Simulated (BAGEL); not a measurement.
# SiHCl2OF (SMILES O[Si](F)(Cl)Cl), step by step

Wanted: the energy (HF/cc-pVDZ), then the energy (NEVPT2(2,2)/cc-pVDZ), then the energy (CASPT2(2,2)/cc-pVDZ) of SiHCl2OF. 

The results are computed with BAGEL 1.2.2.

1 further run of the same task is left out (set aside as unsound or not needed).

## (1) Starting point

The species is SiHCl2OF (6 atoms), meant as a singlet with charge 0. As SMILES, `O[Si](F)(Cl)Cl`. The Si2–F3 distance was set to 3.631 Å, away from the relaxed value. At this shape a bond of the SMILES string is far longer than usual.

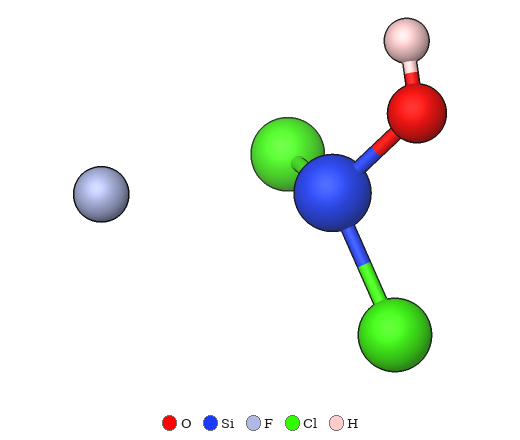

The structure, seen from a chosen angle (oxygen red, silicon blue, fluorine light blue, chlorine green, hydrogen pink).

## (2) The energy at HF/cc-pVDZ (density fitting with svp-jkfit) (run 1)

input.json

```json
{ "bagel" : [

{
  "title" : "molecule",
  "basis" : "cc-pvdz.json",
  "df_basis" : "svp-jkfit",
  "angstrom" : "false",
  "geometry" : [
    { "atom" : "O", "xyz" : [ -4.30951665,  2.67551960,  1.40437265 ] },
    { "atom" : "Si", "xyz" : [ -2.93530781,  1.84347319, -1.18436317 ] },
    { "atom" : "F", "xyz" : [  2.99181440, -1.37326397,  0.08390384 ] },
    { "atom" : "Cl", "xyz" : [ -5.09110737, -0.58728153, -3.21052752 ] },
    { "atom" : "Cl", "xyz" : [ -2.18225195,  5.00026068, -3.16309540 ] },
    { "atom" : "H", "xyz" : [ -5.14458662,  1.41091488,  2.39836859 ] }
  ]
},
{ "title" : "hf" },
{ "title" : "print", "file" : "orbitals.molden", "orbitals" : "true" }

]}
```

The basis set cc-pVDZ is read from a file made from the Basis Set Exchange's data (not shown).

Run with:

```sh
$ BAGEL_NUM_THREADS=1 BAGEL input.json > input.out
```

Log:

```text
* using 1 threads per process

  ===============================================================
  ===============================================================

  *** Geometry ***

  { "atom" : "O", "xyz" : [     -4.309517,      2.675520,      1.404373 ] },
  { "atom" : "Si", "xyz" : [     -2.935308,      1.843473,     -1.184363 ] },
  { "atom" : "F", "xyz" : [      2.991814,     -1.373264,      0.083904 ] },
  { "atom" : "Cl", "xyz" : [     -5.091107,     -0.587282,     -3.210528 ] },
  { "atom" : "Cl", "xyz" : [     -2.182252,      5.000261,     -3.163095 ] },
  { "atom" : "H", "xyz" : [     -5.144587,      1.410915,      2.398369 ] },

  Number of auxiliary basis functions:      556

  Since a DF basis is specified, we compute 2- and 3-index integrals:
    o Being stored without compression. Storage requirement is 0.034 GB

  Number of basis functions:       87
  Number of electrons      :       66

    * METHOD: MOLECULE                             0.31

  *** RHF ***

  === Nuclear Repulsion ===
   331.3562290697

      * DIIS with orbital gradients will be used.

  === RHF iteration (cc-pvdz.json) ===
      0      -1382.38630744          0.01579499           0.12
      1      -1381.45168073          0.02288533           0.11
      2      -1382.63159479          0.00782975           0.11
      3      -1382.69815037          0.00373738           0.11
      4      -1382.72143669          0.00188626           0.11
      5      -1382.72950113          0.00127976           0.11
      6      -1382.73712368          0.00055743           0.11
      7      -1382.73895742          0.00023483           0.11
      8      -1382.73899747          0.00010080           0.11
      9      -1382.73905313          0.00002525           0.11
     10      -1382.73905545          0.00001729           0.11
     11      -1382.73905762          0.00001253           0.11
     12      -1382.73905979          0.00000604           0.11
     13      -1382.73906031          0.00000215           0.11
     14      -1382.73906036          0.00000060           0.11
     15      -1382.73906036          0.00000025           0.11
     16      -1382.73906036          0.00000010           0.11
     17      -1382.73906036          0.00000005           0.11
     18      -1382.73906036          0.00000002           0.11
     19      -1382.73906036          0.00000001           0.11
    * SCF iteration converged.

    * Permanent dipole moment:
           (    3.883748,    -1.475187,     0.415346) a.u.

    * METHOD: HF                                   2.42

    * METHOD: PRINT                                0.02

  ===============================================================
```

It took 2.9 s on 1 thread of Arm Neoverse V1, shared host; peak memory 0.15 GiB.

## (3) The energy at NEVPT2(2,2)/cc-pVDZ (density fitting with svp-jkfit) (run 2)

job.json

```json
{ "bagel" : [

{
  "title" : "molecule",
  "basis" : "cc-pvdz.json",
  "df_basis" : "svp-jkfit",
  "angstrom" : false,
  "geometry" : [
    { "atom" : "O", "xyz" : [ -4.30951665,  2.67551960,  1.40437265 ] },
    { "atom" : "Si", "xyz" : [ -2.93530781,  1.84347319, -1.18436317 ] },
    { "atom" : "F", "xyz" : [  2.99181440, -1.37326397,  0.08390384 ] },
    { "atom" : "Cl", "xyz" : [ -5.09110737, -0.58728153, -3.21052752 ] },
    { "atom" : "Cl", "xyz" : [ -2.18225195,  5.00026068, -3.16309540 ] },
    { "atom" : "H", "xyz" : [ -5.14458662,  1.41091488,  2.39836859 ] }
  ]
},
{
  "title" : "hf"
},
{
  "title" : "nevpt2",
  "nstate" : 1,
  "nact" : 2,
  "nclosed" : 32,
  "active" : [33, 34],
  "maxiter" : 200,
  "natocc" : true,
  "ncore" : 17
},
{
  "title" : "print",
  "file" : "orbitals.molden",
  "orbitals" : true
}

]}
```

The basis set cc-pVDZ is read from a file made from the Basis Set Exchange's data (not shown).

Run with:

```sh
$ BAGEL_NUM_THREADS=1 BAGEL job.json > job.out
```

Log:

```text
* using 1 threads per process

  ===============================================================
  ===============================================================

  *** Geometry ***

  { "atom" : "O", "xyz" : [     -4.309517,      2.675520,      1.404373 ] },
  { "atom" : "Si", "xyz" : [     -2.935308,      1.843473,     -1.184363 ] },
  { "atom" : "F", "xyz" : [      2.991814,     -1.373264,      0.083904 ] },
  { "atom" : "Cl", "xyz" : [     -5.091107,     -0.587282,     -3.210528 ] },
  { "atom" : "Cl", "xyz" : [     -2.182252,      5.000261,     -3.163095 ] },
  { "atom" : "H", "xyz" : [     -5.144587,      1.410915,      2.398369 ] },

  Number of auxiliary basis functions:      556

  Since a DF basis is specified, we compute 2- and 3-index integrals:
    o Being stored without compression. Storage requirement is 0.034 GB

  Number of basis functions:       87
  Number of electrons      :       66

    * METHOD: MOLECULE                             0.31

  *** RHF ***

  === Nuclear Repulsion ===
   331.3562290697

      * DIIS with orbital gradients will be used.

  === RHF iteration (cc-pvdz.json) ===
      0      -1382.38630744          0.01579499           0.12
      1      -1381.45168073          0.02288533           0.12
      2      -1382.63159479          0.00782975           0.11
      3      -1382.69815037          0.00373738           0.12
      4      -1382.72143669          0.00188626           0.11
      5      -1382.72950113          0.00127976           0.12
      6      -1382.73712368          0.00055743           0.11
      7      -1382.73895742          0.00023483           0.12
      8      -1382.73899747          0.00010080           0.11
      9      -1382.73905313          0.00002525           0.12
     10      -1382.73905545          0.00001729           0.12
     11      -1382.73905762          0.00001253           0.12
     12      -1382.73905979          0.00000604           0.11
     13      -1382.73906031          0.00000215           0.12
     14      -1382.73906036          0.00000060           0.12
     15      -1382.73906036          0.00000025           0.12
     16      -1382.73906036          0.00000010           0.11
     17      -1382.73906036          0.00000005           0.12
     18      -1382.73906036          0.00000002           0.12
     19      -1382.73906036          0.00000001           0.11
    * SCF iteration converged.

    * Permanent dipole moment:
           (    3.883748,    -1.475187,     0.415346) a.u.

    * METHOD: HF                                   2.61

    * freezing 17 orbitals
  ---------------------------
      CASSCF calculation
  ---------------------------

    ==== Active orbitals : =====
         Orbital 33
         Orbital 34
    ============================

    * nstate   :      1
    * nclosed  :     32
    * nact     :      2
    * nvirt    :     53
  === CASSCF iteration (cc-pvdz.json) ===

    * Using the second-order algorithm

      0  0     -1382.79766098     2.14e-02      0.03

      1  0     -1382.86197287     2.69e-03      0.72

      2  0     -1382.86446104     8.10e-04      0.76

      3  0     -1382.86469461     2.50e-04      0.76

      4  0     -1382.86471664     7.54e-05      0.78

      5  0     -1382.86471866     2.27e-05      0.74

      6  0     -1382.86471885     6.85e-06      0.78

      7  0     -1382.86471886     2.06e-06      0.75

      8  0     -1382.86471887     6.21e-07      0.77

      9  0     -1382.86471887     1.87e-07      0.66

     10  0     -1382.86471887     5.63e-08      0.65

     11  0     -1382.86471887     1.70e-08      0.68

     12  0     -1382.86471887     5.12e-09      0.48

    * Second-order optimization converged. *

     guess   0:   closed 1.                   open ..

  === FCI iteration ===

      0  0     -1382.66129667     1.42e-01      0.00
      1  0     -1382.83228583     4.97e-02      0.00
      2  0 *   -1382.86471887     6.34e-16      0.00

     * ci vector, state   0, <S^2> = 0.0000
       2.     0.7814616402
       .2    -0.6239532874

  === DF-NEVPT2 calculation ===

    * 3-index integral transformation done
    * assembly done

      NEVPT2 correlation energy:   -0.6727443039      0.19

          (+0)     -0.5805243772
          (+0)'    -0.0119390248
          (+1)     -0.0244083385
          (+1)'    -0.0000000000
          (+2)     -0.0000816503
          (-1)     -0.0556470245
          (-1)'     0.0000000000
          (-2)     -0.0001438886

      NEVPT2 total energy:       -1383.5374631704

    * METHOD: NEVPT2                               9.20

    * METHOD: PRINT                                0.02

  ===============================================================
```

It took 12 s on 1 thread of Arm Neoverse V1, shared host; peak memory 0.16 GiB.

## (4) The energy at CASPT2(2,2)/cc-pVDZ (density fitting with svp-jkfit) (run 3)

Edit input.json of step 2 so:

```diff
@@ -6,3 +6,2 @@
   "df_basis" : "svp-jkfit",
-  "angstrom" : "false",
   "geometry" : [
@@ -16,4 +15,29 @@
 },
-{ "title" : "hf" },
-{ "title" : "print", "file" : "orbitals.molden", "orbitals" : "true" }
+{
+  "title" : "hf"
+},
+{
+  "title" : "casscf",
+  "nstate" : 1,
+  "nact" : 2,
+  "nclosed" : 32,
+  "active" : [33, 34],
+  "maxiter" : 200,
+  "natocc" : true
+},
+{
+  "title" : "print",
+  "file" : "orbitals.molden",
+  "orbitals" : true
+},
+{
+  "title" : "smith",
+  "method" : "caspt2",
+  "ms" : true,
+  "xms" : true,
+  "sssr" : true,
+  "shift" : 0.2,
+  "shift_imag" : true,
+  "ncore" : 17
+}
```

The basis set cc-pVDZ is read from a file made from the Basis Set Exchange's data (not shown).

Run with:

```sh
$ BAGEL_NUM_THREADS=1 BAGEL input.json > input.out
```

Log:

```text
* using 1 threads per process

  ===============================================================
  ===============================================================

  *** Geometry ***

  { "atom" : "O", "xyz" : [     -4.309517,      2.675520,      1.404373 ] },
  { "atom" : "Si", "xyz" : [     -2.935308,      1.843473,     -1.184363 ] },
  { "atom" : "F", "xyz" : [      2.991814,     -1.373264,      0.083904 ] },
  { "atom" : "Cl", "xyz" : [     -5.091107,     -0.587282,     -3.210528 ] },
  { "atom" : "Cl", "xyz" : [     -2.182252,      5.000261,     -3.163095 ] },
  { "atom" : "H", "xyz" : [     -5.144587,      1.410915,      2.398369 ] },

  Number of auxiliary basis functions:      556

  Since a DF basis is specified, we compute 2- and 3-index integrals:
    o Being stored without compression. Storage requirement is 0.034 GB

  Number of basis functions:       87
  Number of electrons      :       66

    * METHOD: MOLECULE                             0.31

  *** RHF ***

  === Nuclear Repulsion ===
   331.3562290697

      * DIIS with orbital gradients will be used.

  === RHF iteration (cc-pvdz.json) ===
      0      -1382.38630744          0.01579499           0.12
      1      -1381.45168073          0.02288533           0.11
      2      -1382.63159479          0.00782975           0.11
      3      -1382.69815037          0.00373738           0.11
      4      -1382.72143669          0.00188626           0.11
      5      -1382.72950113          0.00127976           0.11
      6      -1382.73712368          0.00055743           0.11
      7      -1382.73895742          0.00023483           0.11
      8      -1382.73899747          0.00010080           0.11
      9      -1382.73905313          0.00002525           0.11
     10      -1382.73905545          0.00001729           0.12
     11      -1382.73905762          0.00001253           0.12
     12      -1382.73905979          0.00000604           0.12
     13      -1382.73906031          0.00000215           0.11
     14      -1382.73906036          0.00000060           0.12
     15      -1382.73906036          0.00000025           0.12
     16      -1382.73906036          0.00000010           0.11
     17      -1382.73906036          0.00000005           0.11
     18      -1382.73906036          0.00000002           0.12
     19      -1382.73906036          0.00000001           0.12
    * SCF iteration converged.

    * Permanent dipole moment:
           (    3.883748,    -1.475187,     0.415346) a.u.

    * METHOD: HF                                   2.51

  ---------------------------
      CASSCF calculation
  ---------------------------

    ==== Active orbitals : =====
         Orbital 33
         Orbital 34
    ============================

    * nstate   :      1
    * nclosed  :     32
    * nact     :      2
    * nvirt    :     53
  === CASSCF iteration (cc-pvdz.json) ===

    * Using the second-order algorithm

      0  0     -1382.79766098     2.14e-02      0.03

      1  0     -1382.86197287     2.69e-03      0.72

      2  0     -1382.86446104     8.10e-04      0.76

      3  0     -1382.86469461     2.50e-04      0.78

      4  0     -1382.86471664     7.54e-05      0.75

      5  0     -1382.86471866     2.27e-05      0.72

      6  0     -1382.86471885     6.85e-06      0.71

      7  0     -1382.86471886     2.06e-06      0.80

      8  0     -1382.86471887     6.21e-07      0.75

      9  0     -1382.86471887     1.87e-07      0.70

     10  0     -1382.86471887     5.63e-08      0.67

     11  0     -1382.86471887     1.70e-08      0.66

     12  0     -1382.86471887     5.12e-09      0.45

    * Second-order optimization converged. *

     guess   0:   closed 1.                   open ..

  === FCI iteration ===

      0  0     -1382.66129667     1.42e-01      0.00
      1  0     -1382.83228583     4.97e-02      0.00
      2  0 *   -1382.86471887     6.34e-16      0.00

     * ci vector, state   0, <S^2> = 0.0000
       2.     0.7814616402
       .2    -0.6239532874

    * METHOD: CASSCF                               8.76

    * METHOD: PRINT                                0.02

  === SMITH program ===

    * freezing 17 orbitals

    * Approximate memory requirement for SMITH calulation per MPI process:
      o Storage requirement for T-amplitude, lambda, and residual is 0.02 GB
      o Storage requirement for MO integrals is 0.01 GB
    * Calculating and saving rdm4f

    * Zeroth order energy : state  0       -0.5180369662

    * CASPT2 iteration is performed using orthogonal basis

      -------------------------------------------  CASPT2 iteration  ---------------------------------------------------
       #      aibj      arbs      arbi      airj      risj      airs      arst      rist         Etot      error   time
      ------------------------------------------------------------------------------------------------------------------

       0  -0.57834  -0.00017  -0.06050  -0.02696  -0.00014  -0.01215  -0.00000   0.00000   -0.6782691  0.0005313   0.10
       1  -0.57836  -0.00017  -0.06055  -0.02698  -0.00015  -0.01220  -0.00000  -0.00000   -0.6784093  0.0000454   0.08
       2  -0.57836  -0.00017  -0.06055  -0.02698  -0.00015  -0.01220  -0.00000  -0.00000   -0.6784106  0.0000050   0.09
       3  -0.57836  -0.00017  -0.06055  -0.02698  -0.00015  -0.01220  -0.00000  -0.00000   -0.6784106  0.0000006   0.09

      ------------------------------------------------------------------------------------------------------------------

    * CASPT2 energy : state  0    -1383.5462863455
        w/o shift correction      -1383.5431294681
        reference weight              0.8266350836

    * METHOD: SMITH                                0.68

  ===============================================================
```

Wall time 13 s (1 thread of Arm Neoverse V1, shared host); peak memory 0.2 GiB.

## (5) Summary of results

| quantity | value |
| --- | --- |
| run 1, HF/cc-pVDZ: total energy | -1382.73906 Eh |
| run 1, HF/cc-pVDZ: dipole moment | 10.61 D |
| run 1, HF/cc-pVDZ: HOMO energy | -8.84 eV |
| run 1, HF/cc-pVDZ: LUMO energy | -2.56 eV |
| run 1, HF/cc-pVDZ: HOMO–LUMO gap | 6.27 eV |
| run 2, NEVPT2(2,2)/cc-pVDZ: total energy | -1383.53746 Eh |
| run 3, CASPT2(2,2)/cc-pVDZ: total energy | -1383.54629 Eh |

One bond (run 1, HF/cc-pVDZ) is far stretched, which a spin-restricted single reference describes badly; a broken-symmetry solution may lie lower.
